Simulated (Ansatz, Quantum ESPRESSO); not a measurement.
**Ba2C (Fm-3m): zone-centre phonons**

Which modes does Ba2C (Fm-3m) have at the zone centre?

Method: DFT LDA, scalar-relativistic, plane waves, PseudoDojo norm-conserving pseudopotentials, in Quantum ESPRESSO 8.0 development, patched.

The structure was built from a prototype and need not be the compound's stable phase.

## 1. Set-up

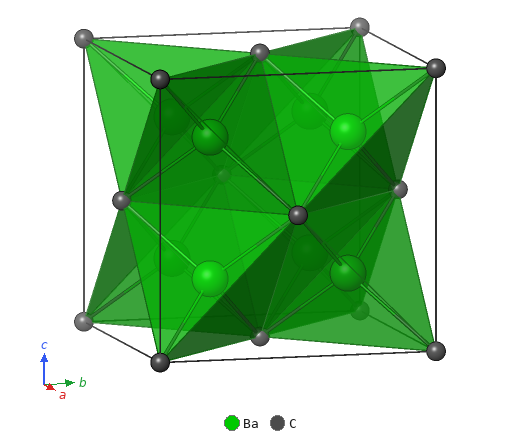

The cell as given, slightly off an axis (barium green, carbon dark grey). This picture shows the conventional cell, with its axes. Some periodic images of atoms are drawn too.

As a file:

```
Ba C
1.0
    -3.91252    0.00000    3.91252
     0.00000    3.91252    3.91252
    -3.91252    3.91252    0.00000
Ba C
2 1
Direct
  0.75000 0.75000 0.75000
  0.25000 0.25000 0.25000
  0.00000 0.00000 0.00000
```

## 2. A probe with smearing

Before anything dear is run, a loose run with smearing shows whether this is a metal and how far the cell is from rest.

probe.in

```
 &control
    calculation='scf',
    prefix='x',
    outdir='./tmp',
    pseudo_dir='./pseudo',
    tprnfor=.true.,
    tstress=.true.,
    verbosity='high',
 /
 &system
    ibrav=2,
    celldm(1)=14.78718251,
    nat=3,
    ntyp=2,
    ecutwfc=74.0,
    occupations='smearing',
    smearing='gaussian',
    degauss=0.01,
 /
 &electrons
    conv_thr=1.0d-07,
    mixing_beta=0.7,
    electron_maxstep=100,
 /
ATOMIC_SPECIES
 Ba    137.3270  Ba.upf
 C      12.0110  C.upf
ATOMIC_POSITIONS crystal
 Ba     0.750000000   0.750000000   0.750000000
 Ba     0.250000000   0.250000000   0.250000000
 C      0.000000000   0.000000000   0.000000000
K_POINTS automatic
 4 4 4 0 0 0
```

Started as:

```bash
$ OMP_NUM_THREADS=1 mpirun -n 4 pw.x -nk 4 -in probe.in > probe.out
```

Output:

```text
[banners, grids, parts of the stress and lines that vanish by symmetry left out]
Program PWSCF v.8.0dev
     bravais-lattice index     =            2
     lattice parameter (alat)  =      14.7872  a.u.
[...]
kinetic-energy cutoff     =      74.0000  Ry
     charge density cutoff     =     296.0000  Ry
     scf convergence threshold =      1.0E-07
[...]
Exchange-correlation= SLA-PW-NOGX-NOGC
                           (   1   4   0   0   0   0   0)
[...]
48 Sym. Ops., with inversion, found
[...]
(     0          1          0      )
                  (     0          0          1      )
[...]
(  0.0000000  1.0000000  0.0000000 )
                  (  0.0000000  0.0000000  1.0000000 )
[...]
(     1          0         -1      )
                  (     0          0         -1      )
[...]
( -1.0000000  0.0000000  0.0000000 )
                  (  0.0000000  1.0000000  0.0000000 )
[...]
number of k points=     8  Gaussian smearing, width (Ry)=  0.0100
[...]
c_bands: 1 eigenvalues not converged on the other pools
[...]
End of self-consistent calculation
[...]
the Fermi energy is     6.2178 ev
!    total energy              =    -124.51385075 Ry
[...]
convergence has been achieved in  18 iterations
[...]
atom    1 type  1   force =     0.00000000   -0.00000000    0.00000000
     atom    2 type  1   force =    -0.00000000    0.00000000   -0.00000000
     atom    3 type  2   force =    -0.00000000   -0.00000000   -0.00000000
[...]
Total force =     0.000000     Total SCF correction =     0.000000
[...]
total   stress  (Ry/bohr**3)                   (kbar)     P=      -71.92
[...]
XML data file, charge density, pseudopotentials, collected wavefunctions

   JOB DONE.
```

The job ended after 8.5 s (4 MPI ranks of Arm Neoverse V2, shared host; 34 s of CPU time).

Numbers from this step:

| Item | Value |
| --- | --- |
| volume per atom | 39.93 Å³ |
| pressure | -7.192 GPa |
| gap on the k-mesh | 0 eV |

No gap opens on this mesh, so smearing is kept; the start stands at -7.2 GPa.

## 3. Relaxation

The harmonic expansion starts where the forces on the atoms vanish, and stress shifts the frequencies, so cell and atoms are relaxed with tight thresholds.

relax.in

```
 &control
    calculation='vc-relax',
    prefix='x',
    outdir='./tmp',
    pseudo_dir='./pseudo',
    tprnfor=.true.,
    tstress=.true.,
    forc_conv_thr=2.0d-05,
    etot_conv_thr=1.0d-07,
    nstep=40,
 /
 &system
    ibrav=2,
    celldm(1)=14.78718251,
    nat=3,
    ntyp=2,
    ecutwfc=74.0,
    occupations='smearing',
    smearing='mv',
    degauss=0.02,
 /
 &electrons
    conv_thr=1.0d-11,
    mixing_beta=0.7,
    electron_maxstep=100,
 /
 &ions
 /
 &cell
    press_conv_thr=0.2,
 /
ATOMIC_SPECIES
 Ba    137.3270  Ba.upf
 C      12.0110  C.upf
ATOMIC_POSITIONS crystal
 Ba     0.750000000   0.750000000   0.750000000
 Ba     0.250000000   0.250000000   0.250000000
 C      0.000000000   0.000000000   0.000000000
K_POINTS automatic
 8 8 8 0 0 0
```

Started as:

```bash
$ OMP_NUM_THREADS=1 mpirun -n 4 pw.x -nk 4 -in relax.in > relax.out
```

Output:

```text
[banners, grids, parts of the stress and lines that vanish by symmetry left out]
[banner, memory and clock lines left out]
Program PWSCF v.8.0dev

[...]
kinetic-energy cutoff     =      74.0000  Ry
     charge density cutoff     =     296.0000  Ry
     scf convergence threshold =      1.0E-11
[...]
energy convergence thresh.=      1.0E-07
     force convergence thresh. =      2.0E-05
     press convergence thresh. =      2.0E-01
     Exchange-correlation= SLA-PW-NOGX-NOGC
                           (   1   4   0   0   0   0   0)
[...]
48 Sym. Ops., with inversion, found
[...]
number of k points=    29  Marzari-Vanderbilt smearing, width (Ry)=  0.0200
[...]
c_bands: 1 eigenvalues not converged on the other pools
[...]
End of self-consistent calculation
[...]
the Fermi energy is     6.1839 ev
!    total energy              =    -124.51001161 Ry
[...]
convergence has been achieved in  28 iterations
[...]
atom    1 type  1   force =     0.00000000    0.00000000    0.00000000
     atom    2 type  1   force =     0.00000000    0.00000000    0.00000000
     atom    3 type  2   force =     0.00000000   -0.00000000    0.00000000
     Total force =     0.000000     Total SCF correction =     0.000000
[...]
total   stress  (Ry/bohr**3)                   (kbar)     P=      -72.02
[...]
number of bfgs steps    =   0
[...]
CELL_PARAMETERS (alat= 14.78718251)
[...]
ATOMIC_POSITIONS (crystal)
Ba               0.7500000000        0.7500000000        0.7500000000
Ba               0.2500000000        0.2500000000        0.2500000000
C                0.0000000000       -0.0000000000       -0.0000000000
[...]
New effective cutoffs (rho, wfc):  302.74   75.84
[...]
End of self-consistent calculation
[...]
the Fermi energy is     6.4901 ev
!    total energy              =    -124.52427965 Ry
[...]
convergence has been achieved in  14 iterations
[...]
atom    1 type  1   force =    -0.00000000    0.00000000   -0.00000000
     atom    2 type  1   force =    -0.00000000   -0.00000000    0.00000000
     atom    3 type  2   force =     0.00000000   -0.00000000    0.00000000
     Total force =     0.000000     Total SCF correction =     0.000000
[...]
total   stress  (Ry/bohr**3)                   (kbar)     P=      -71.04
[...]
number of bfgs steps    =   1
[...]
WARNING: bfgs curvature condition failed, Theta= 0.831
[...]
CELL_PARAMETERS (alat= 14.78718251)
[...]
ATOMIC_POSITIONS (crystal)
Ba               0.7500000000        0.7500000000        0.7500000000
[...]
New effective cutoffs (rho, wfc):  314.32   78.74
[...]
End of self-consistent calculation
[...]
the Fermi energy is     6.9748 ev
!    total energy              =    -124.54451480 Ry
[...]
convergence has been achieved in  14 iterations
[...]
atom    1 type  1   force =     0.00000000    0.00000000    0.00000000
     atom    2 type  1   force =     0.00000000    0.00000000    0.00000000
     atom    3 type  2   force =     0.00000000    0.00000000   -0.00000000
     Total force =     0.000000     Total SCF correction =     0.000000
[...]
total   stress  (Ry/bohr**3)                   (kbar)     P=      -68.27
[...]
number of bfgs steps    =   2
[...]
Total force =     0.000000     Total SCF correction =     0.000000
[...]
total   stress  (Ry/bohr**3)                   (kbar)     P=       24.27
[...]
number of bfgs steps    =   5
[...]
the Fermi energy is    10.0981 ev
!    total energy              =    -124.60495934 Ry
[...]
convergence has been achieved in  11 iterations
[...]
Total force =     0.000000     Total SCF correction =     0.000000
[...]
total   stress  (Ry/bohr**3)                   (kbar)     P=       -3.23
[...]
number of bfgs steps    =   6
[...]
the Fermi energy is    10.1812 ev
!    total energy              =    -124.60500308 Ry
[...]
convergence has been achieved in   8 iterations
[...]
Total force =     0.000000     Total SCF correction =     0.000000
[...]
total   stress  (Ry/bohr**3)                   (kbar)     P=       -0.25
[...]
number of bfgs steps    =   7
[...]
New effective cutoffs (rho, wfc):  385.93   96.67
[...]
the Fermi energy is    10.1882 ev
!    total energy              =    -124.60500333 Ry
[...]
convergence has been achieved in   8 iterations
[...]
atom    2 type  1   force =     0.00000000    0.00000000    0.00000000
     atom    3 type  2   force =    -0.00000000   -0.00000000    0.00000000
     Total force =     0.000000     Total SCF correction =     0.000000
[...]
total   stress  (Ry/bohr**3)                   (kbar)     P=        0.00
[...]
number of bfgs steps    =   8
[...]
small trust_radius: resetting bfgs history
[...]
CELL_PARAMETERS (alat= 14.78718251)
[...]
ATOMIC_POSITIONS (crystal)
[...]
New effective cutoffs (rho, wfc):  385.93   96.67
[...]
End of self-consistent calculation
[...]
the Fermi energy is    10.1881 ev
!    total energy              =    -124.60500333 Ry
[...]
convergence has been achieved in   1 iterations
[...]
atom    1 type  1   force =     0.00000000   -0.00000000   -0.00000000
     atom    2 type  1   force =    -0.00000000   -0.00000000    0.00000000
     atom    3 type  2   force =    -0.00000000   -0.00000000    0.00000000
     Total force =     0.000000     Total SCF correction =     0.000000
[...]
total   stress  (Ry/bohr**3)                   (kbar)     P=        0.00
[...]
bfgs converged in  10 scf cycles and   9 bfgs steps
[...]
End of BFGS Geometry Optimization
     Final enthalpy           =    -124.6050033332 Ry
     File ./tmp/x.bfgs deleted, as requested
[...]
CELL_PARAMETERS (alat= 14.78718251)
[...]
ATOMIC_POSITIONS (crystal)
[...]
Ba               0.2500000000        0.2500000000        0.2500000000
C                0.0000000000       -0.0000000000       -0.0000000000
[...]
Final scf calculation at the relaxed structure.
[...]
kinetic-energy cutoff     =      74.0000  Ry
     charge density cutoff     =     296.0000  Ry
     scf convergence threshold =      1.0E-13
[...]
press convergence thresh. =      2.0E-01
     Exchange-correlation= SLA-PW-NOGX-NOGC
                           (   1   4   0   0   0   0   0)
[...]
48 Sym. Ops., with inversion, found
[...]
number of k points=    29  Marzari-Vanderbilt smearing, width (Ry)=  0.0200
[...]
End of self-consistent calculation
[...]
the Fermi energy is    10.1882 ev
!    total energy              =    -124.60471219 Ry
[...]
convergence has been achieved in  25 iterations
[...]
atom    1 type  1   force =    -0.00000000   -0.00000000    0.00000000
     atom    2 type  1   force =     0.00000000    0.00000000   -0.00000000
     atom    3 type  2   force =     0.00000000    0.00000000   -0.00000000
     Total force =     0.000000     Total SCF correction =     0.000000
[...]
total   stress  (Ry/bohr**3)                   (kbar)     P=       -0.78
[...]
XML data file, charge density, pseudopotentials, collected wavefunctions
```

Run time: 4.1 min. Hardware: 4 MPI ranks.

Step by step:

| step | energy less that of the first step (eV) | largest force (eV/Å) | pressure (GPa) | volume (Å³) |
| --- | --- | --- | --- | --- |
| 1 | 0.0000 | 0.0000 | -7.20 | 119.78 |
| 2 | -0.1941 | 0.0000 | -7.10 | 115.44 |
| 3 | -0.4694 | 0.0000 | -6.83 | 109.12 |
| 4 | -0.8341 | 0.0000 | -5.99 | 100.08 |
| 5 | -1.2133 | 0.0000 | -3.22 | 87.48 |
| 6 | -1.2647 | 0.0000 | 2.43 | 76.39 |
| 7 | -1.2918 | 0.0000 | -0.32 | 80.79 |
| 8 | -1.2924 | 0.0000 | -0.03 | 80.25 |
| 9 | -1.2924 | 0.0000 | 0.00 | 80.20 |
| 10 | -1.2924 | 0.0000 | 0.00 | 80.20 |
| 11 | -1.2885 | 0.0000 | -0.08 | 80.20 |

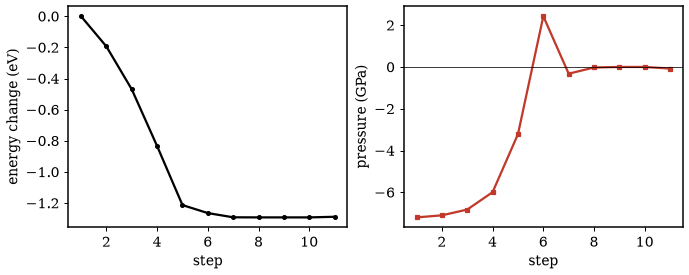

Energy and pressure along the relaxation.

| cell as run | before | after | change |
| --- | --- | --- | --- |
| a (Å) | 5.533 | 4.841 | -12.5 % |
| b (Å) | 5.533 | 4.841 | -12.5 % |
| c (Å) | 5.533 | 4.841 | -12.5 % |
| volume (Å³/atom) | 39.93 | 26.73 | -33.0 % |

The relaxed structure:

```cif
data_structure
_symmetry_space_group_name_H-M 'P 1'
_symmetry_Int_Tables_number 1
_cell_length_a 4.8407
_cell_length_b 4.8407
_cell_length_c 4.8407
_cell_angle_alpha 60.000
_cell_angle_beta 60.000
_cell_angle_gamma 60.000
_cell_volume 80.20
loop_
_atom_site_label
_atom_site_type_symbol
_atom_site_fract_x
_atom_site_fract_y
_atom_site_fract_z
_atom_site_occupancy
Ba1 Ba 0.75000 0.75000 0.75000 1
Ba2 Ba 0.25000 0.25000 0.25000 1
C3 C 0.00000 0.00000 0.00000 1
```

The last row of the table of steps is pw.x's closing run on a basis chosen anew for the final cell, so its energy can jump.

Numbers from this step:

| Property | Result |
| --- | --- |
| volume per atom | 26.73 Å³ |
| pressure | -0.078 GPa |

The volume changes by -33.0 % from the cell with which this run began.

## 4. Self-consistent run for the response

The response is built on this ground state, so it is converged far tighter than an energy would need. Smearing stays on, as the first look found no gap above 0.3 eV.

scf.in

```
 &control
    calculation='scf',
    prefix='x',
    outdir='./tmp',
    pseudo_dir='./pseudo',
    tprnfor=.true.,
    tstress=.true.,
 /
 &system
    ibrav=2,
    celldm(1)=12.93653423,
    nat=3,
    ntyp=2,
    ecutwfc=74.0,
    occupations='smearing',
    smearing='mv',
    degauss=0.02,
 /
 &electrons
    conv_thr=1.0d-12,
    mixing_beta=0.7,
    electron_maxstep=100,
 /
ATOMIC_SPECIES
 Ba    137.3270  Ba.upf
 C      12.0110  C.upf
ATOMIC_POSITIONS crystal
 Ba     0.750000000   0.750000000   0.750000000
 Ba     0.250000000   0.250000000   0.250000000
 C      0.000000000   0.000000000   0.000000000
K_POINTS automatic
 8 8 8 0 0 0
```

Started as:

```bash
$ OMP_NUM_THREADS=1 mpirun -n 4 pw.x -nk 4 -in scf.in > scf.out
```

Output:

```text
[banners, grids, parts of the stress and lines that vanish by symmetry left out]
[banner, memory and clock lines left out]
Program PWSCF v.8.0dev

[...]
kinetic-energy cutoff     =      74.0000  Ry
     charge density cutoff     =     296.0000  Ry
     scf convergence threshold =      1.0E-12
[...]
Exchange-correlation= SLA-PW-NOGX-NOGC
                           (   1   4   0   0   0   0   0)
[...]
48 Sym. Ops., with inversion, found
[...]
number of k points=    29  Marzari-Vanderbilt smearing, width (Ry)=  0.0200
[...]
End of self-consistent calculation
[...]
the Fermi energy is    10.1882 ev
!    total energy              =    -124.60471219 Ry
[...]
convergence has been achieved in  25 iterations
[...]
atom    1 type  1   force =     0.00000000    0.00000000    0.00000000
     atom    2 type  1   force =     0.00000000    0.00000000    0.00000000
     atom    3 type  2   force =     0.00000000    0.00000000    0.00000000
     Total force =     0.000000     Total SCF correction =     0.000000
[...]
total   stress  (Ry/bohr**3)                   (kbar)     P=       -0.78
[...]
XML data file, charge density, pseudopotentials, collected wavefunctions
```

Wall time 34 s (4 MPI ranks).

The cell stands at -0.078 GPa, close enough for phonons.

(Part 1 of 3 ends here.)

[Host names and launcher messages were left out of these logs when they were recorded.]

[Logs are printed without paths, hosts, clocks, repeated set-up lines and the standing remarks that a program may print on its own settings, such as how far it seeks lower states.]

[Hosts, paths, dates, database ids (printed as entryN), source tags and the programs' standing remarks are cut or masked in the printed files.]
